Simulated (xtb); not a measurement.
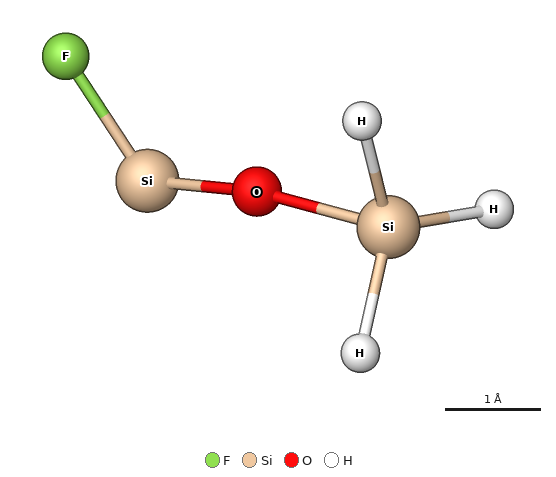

**Figure 1.** The input geometry (ball-and-stick view, seen at a tilt). Bond lengths as drawn: F–Si 1.58 Å, H–Si 1.46 to 1.48 Å and O–Si 1.55 to 1.73 Å.

## Frequency calculation, with input and output: Si$_{2}$H$_{3}$OF (charge +1) (part 1 of 2)

System: Si$_{2}$H$_{3}$OF, charge +1, multiplicity 2.
Method: GFN2-xTB, GBSA solvent dmf (xtb 6.7.1).

The geometry was optimised with GFN2-xTB/GBSA(dmf) of charge +1.

The input (coord)
```
$coord
      0.911584985258     -4.887115217201      2.909705800393  f
     -1.186691314481     -3.600892027736      1.206344466177  si
     -0.338960174974     -0.955653398484      0.263881356043  o
      0.028478172698      2.042397098234     -0.984585105453  si
     -0.317020454667      1.673560353230     -3.696909012128  h
     -1.780462160100      3.550776490911      0.446013159934  h
      2.682900870915      2.176737728434     -0.144261692354  h
$end
```

File .CHRG
```
1
```

File .UHF
```
1
```

File xtb.inp
```
$thermo
   imagthr=-100
   scale=0.95
$hess
   sccacc=0.1
$end
```

Run on 1 thread of Intel Xeon (Granite Rapids), 128 GiB of memory available, shared host.

Command:
```bash
xtb coord --gbsa dmf --hess --input xtb.inp -v -P 1 > run.log
```

Output
```
* xtb version 6.7.1
$$$$$$$$$$$$$$$$$$$$$$$$$$$$$$$$$$$$$$$$$$$$$$$$$$$$$$$$$$$$$$$$$$$$$$$$
 CONSTRAINTS & SCANS: DEBUG SECTION
$$$$$$$$$$$$$$$$$$$$$$$$$$$$$$$$$$$$$$$$$$$$$$$$$$$$$$$$$$$$$$$$$$$$$$$$
   ID    Z sym.   atoms
    1    9 f      1
    2   14 si     2, 4
    3    8 o      3
    4    1 h      5-7
> hess
-> sccacc=0.1
$$$$$$$$$$$$$$$$$$$$$$$$$$$$$$$$$$$$$$$$$$$$$$$$$$$$$$$$$$$$$$$$$$$$$$$$

           -------------------------------------------------
          |                Calculation Setup                |
           -------------------------------------------------

          program call               : xtb coord --gbsa dmf --hess --input xtb.inp -v -P 1
          coordinate file            : coord
          xtbhome directory          : .
          path for xtb               : [file]
          xcontrol input file        : xtb.inp
          omp threads                :                     1

           -------------------------------------------------
          |                 G F N 2 - x T B                 |
           -------------------------------------------------

      * Hamiltonian:
        H0-scaling (s, p, d)           1.850000    2.230000    2.230000
        zeta-weighting                 0.500000
      * Dispersion:
        s8                             2.700000
        a1                             0.520000
        a2                             5.000000
        s9                             5.000000
      * Repulsion:
        kExp                           1.500000    1.000000
        rExp                           1.000000
      * Coulomb:
        alpha                          2.000000
        third order                    shell-resolved
        anisotropic                    true
        a3                             3.000000
        a5                             4.000000
        cn-shift                       1.200000
        cn-exp                         4.000000
        max-rad                        5.000000

      * Solvation model:               GBSA
        Solvent                        dmf
        Parameter file                 internal GFN2-xTB/GBSA
        Dielectric constant                3.7000E+01
        Reference state                gsolv [1 M gas/solution]
        Free energy shift                  3.3571E-03 Eh       2.1066E+00 kcal/mol
        Temperature                        2.9815E+02 K
        Density                            9.5000E-01 kg/L
        Solvent mass                       7.3100E+01 g/mol
        Interaction kernel             Still
        Born radius scaling (c1)           1.7181E+00
        Born radii integrator          GBOBC
        Born offset                        0.0000E+00 a0       0.0000E+00 AA
        H-bond correction              true
        Ion screening                  false
        Surface tension                    1.0000E-05 Eh       1.5569E+01 dyn/cm
        Grid points                               230 per atom

          ...................................................
          :                      SETUP                      :
          :.................................................:
          :  # basis functions                  31          :
          :  # atomic orbitals                  29          :
          :  # shells                           13          :
          :  # electrons                        23          :
          :  max. iterations                   250          :
          :  Hamiltonian                  GFN2-xTB          :
          :  restarted?                      false          :
          :  GBSA solvation                   true          :
          :  PC potential                    false          :
          :  electronic temp.          300.0000000     K    :
          :  accuracy                    1.0000000          :
          :  -> integral cutoff          0.2500000E+02      :
          :  -> integral neglect         0.1000000E-07      :
          :  -> SCF convergence          0.1000000E-05 Eh   :
          :  -> wf. convergence          0.1000000E-03 e    :
          :  Broyden damping             0.4000000          :
          :  net charge                          1          :
          :  unpaired electrons                  1          :
          ...................................................

 iter      E             dE          RMSdq      gap      omega  full diag
   1    -13.5242326 -0.135242E+02  0.118E+01    3.67       0.0  T
   2    -13.5473522 -0.231196E-01  0.722E+00    3.49       1.0  T
   3    -13.3724019  0.174950E+00  0.670E+00    1.78       1.0  T
   4    -13.4833157 -0.110914E+00  0.504E+00    2.58       1.0  T
   5    -13.5268914 -0.435757E-01  0.303E+00    2.85       1.0  T
   6    -13.5521260 -0.252346E-01  0.257E+00    3.25       1.0  T
   7    -13.5556292 -0.350320E-02  0.213E+00    3.25       1.0  T
   8    -13.5600309 -0.440169E-02  0.127E+00    3.24       1.0  T
   9    -13.5597513  0.279627E-03  0.105E+00    3.16       1.0  T
  10    -13.5616914 -0.194012E-02  0.579E-01    3.23       1.0  T
  11    -13.5623156 -0.624162E-03  0.553E-02    3.21       1.0  T
  12    -13.5623237 -0.809580E-05  0.194E-02    3.21       2.0  T
  13    -13.5623241 -0.430144E-06  0.838E-03    3.21       4.5  T
  14    -13.5623222  0.183401E-05  0.298E-02    3.21       1.3  T
  15    -13.5623242 -0.192530E-05  0.184E-03    3.21      20.5  T
  16    -13.5623242  0.531463E-08  0.271E-03    3.21      13.9  T
  17    -13.5623242 -0.156958E-07  0.500E-04    3.21      75.6  T
  18    -13.5623242 -0.359057E-09  0.244E-04    3.21     154.7  T

   *** convergence criteria satisfied after 18 iterations ***

         #    Occupation            Energy/Eh            Energy/eV
      -------------------------------------------------------------
         1        2.0000           -0.9406159             -25.5955
       ...           ...                  ...                  ...
         6        2.0000           -0.6058671             -16.4865
         7        2.0000           -0.6044116             -16.4469
         8        2.0000           -0.5875199             -15.9872
         9        2.0000           -0.5776927             -15.7198
        10        2.0000           -0.4778343             -13.0025
        11        2.0000           -0.4759025             -12.9500
        12        1.0000           -0.4560409             -12.4095 (HOMO)
        13                         -0.3382239              -9.2035 (LUMO)
        14                         -0.2750786              -7.4853
        15                         -0.2554708              -6.9517
        16                         -0.2403770              -6.5410
        17                         -0.2333360              -6.3494
       ...                                ...                  ...
        29                          0.9682133              26.3464
      -------------------------------------------------------------
                  HL-Gap            0.1178170 Eh            3.2060 eV
             Fermi-level           -0.4315228 Eh          -11.7423 eV

 SCC (total)                   0 d,  0 h,  0 min,  0.004 sec
 SCC setup                      ...        0 min,  0.000 sec (  3.552%)
 Dispersion                     ...        0 min,  0.000 sec (  0.575%)
 classical contributions        ...        0 min,  0.000 sec (  0.216%)
 integral evaluation            ...        0 min,  0.001 sec ( 15.766%)
 iterations                     ...        0 min,  0.002 sec ( 56.144%)
 molecular gradient             ...        0 min,  0.001 sec ( 22.273%)
 printout                       ...        0 min,  0.000 sec (  1.311%)

         :::::::::::::::::::::::::::::::::::::::::::::::::::::
         ::                     SUMMARY                     ::
         :::::::::::::::::::::::::::::::::::::::::::::::::::::
         :: total energy             -13.489869808689 Eh    ::
         :: total w/o Gsasa/hb       -13.490072914691 Eh    ::
         :: gradient norm              0.000579642254 Eh/a0 ::
         :: HOMO-LUMO gap              3.205963088940 eV    ::
         ::.................................................::
         :: HOMO orbital eigv.       -12.409504580683 eV    ::
         :: LUMO orbital eigv.        -9.203541491742 eV    ::
         ::.................................................::
         :: SCC energy               -13.562323211994 Eh    ::
         :: -> isotropic ES            0.130040978462 Eh    ::
         :: -> anisotropic ES         -0.006564828666 Eh    ::
         :: -> anisotropic XC         -0.009368815124 Eh    ::
         :: -> dispersion             -0.003142156101 Eh    ::
         :: -> Gsolv                  -0.065973144309 Eh    ::
         ::    -> Gelec               -0.066176250312 Eh    ::
         ::    -> Gsasa               -0.002499558970 Eh    ::
         ::    -> Ghb                 -0.000654404117 Eh    ::
         ::    -> Gshift               0.003357069090 Eh    ::
         :: repulsion energy           0.072453403305 Eh    ::
         :: add. restraining           0.000000000000 Eh    ::
         :: total charge               1.000000000000 e     ::
         ::.................................................::
         :: atomisation energy         1.072207334724 Eh    ::
         :::::::::::::::::::::::::::::::::::::::::::::::::::::

           -------------------------------------------------
          |                Numerical Hessian                |
           -------------------------------------------------
step length          :   0.00500
SCC accuracy         :   0.10000
Hessian scale factor :   1.00000
frozen atoms in %    :   0.00000    0
RMS gradient         :   0.00058
estimated CPU  time      0.00 min

writing file <hessian>.

 projected vibrational frequencies (cm⁻¹)
eigval :       -0.00    -0.00    -0.00     0.00     0.00     0.00
eigval :       40.96   104.78   152.52   183.45   445.77   498.75
eigval :      530.12   587.28   661.75   730.04   853.84  1100.10
eigval :     2134.54  2286.10  2307.85
           -------------------------------------------------
          |                Property Printout                |
           -------------------------------------------------

    * Orbital Energies and Occupations
```
